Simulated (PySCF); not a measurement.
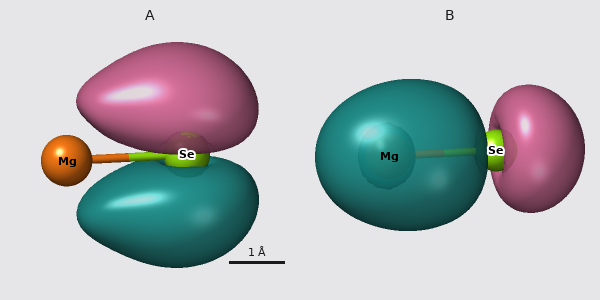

MgSe. Two frontier orbitals, each drawn at the value that holds 80 % of its norm (teal and pink are the two phases), in no order; of a degenerate pair one member is drawn.

These are results of PySCF 2.14.0, PBE0/x2c-TZVPPall, spin-free X2C-1e, Gaussian nucleus, at a bond length of 2.258 Å, not measurements.

Question: Label each orbital by symmetry, say whether it is occupied, and order them by energy.

Answer: Orbital B: σ, occupied, −7.38 eV; shared between the atoms (Mg 40 %, Se 60 %).
Orbital A: π, occupied, −5.67 eV; mainly on Se (85 %).
